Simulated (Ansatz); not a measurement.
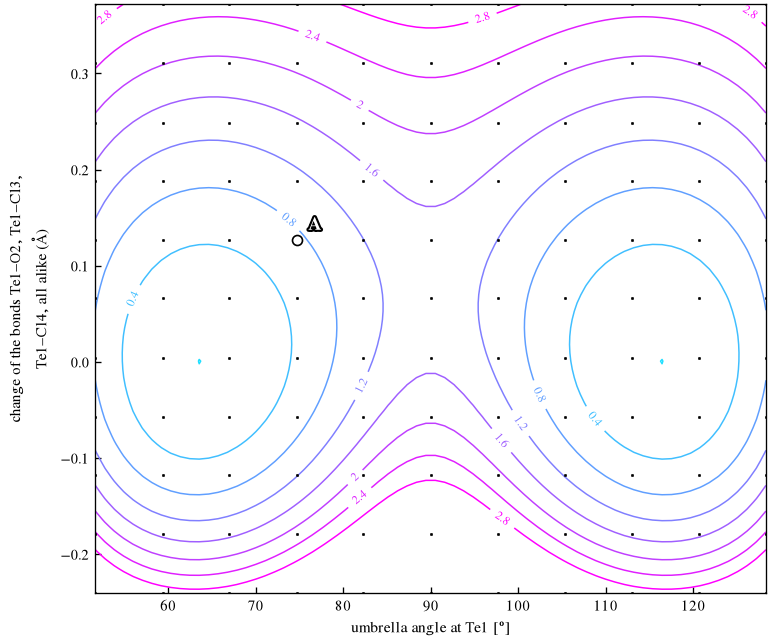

TeOCl2. The first coordinate is: umbrella angle at Te1 (between each of its bonds and their common axis; 90 is planar); the second: change of the bonds Te1–O2, Te1–Cl3, Te1–Cl4, all alike. Nothing is relaxed (all other coordinates rigid). The grid has 11 × 11 points; 66 points were computed and 55 follow by symmetry. Points are written as (first, second). Energies: eV, counted from the relaxed molecule at the same level. All numbers below come from Ansatz, RKS PBE-D4/def2-TZVP.

The picture shows contour lines labelled in eV (none above 2.8), dots at the grid points, the point A. Between grid points the surface is interpolated.

### Which way does the force act at A, and how strong is it?

A, at (74.7°, 0.127 Å), is not a stationary point. The computed force is 0.053 eV for each degree towards smaller values of the first coordinate and 5.1 eV for each Å towards smaller values of the second coordinate.
